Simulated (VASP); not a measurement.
Band structure of CdO (rock salt). Calculation: optB86b-vdW, VASP's PBE PAW potentials (set 64) (plane waves; VASP).

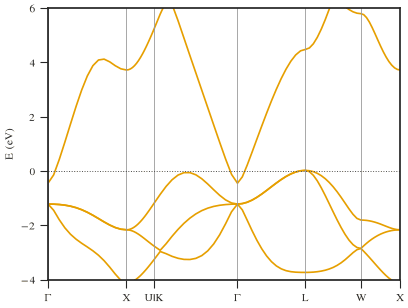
Figure: Bands along high-symmetry lines, zero at the valence-band maximum or, without a gap, the Fermi level

Question: Read the plot: is there a gap, and where are the band edges?

Answer: It has no gap at this level: it comes out as a metal or semimetal. (Edges off the drawn lines would not show.)

The compound is CdO in the rock salt structure. It was relaxed first.
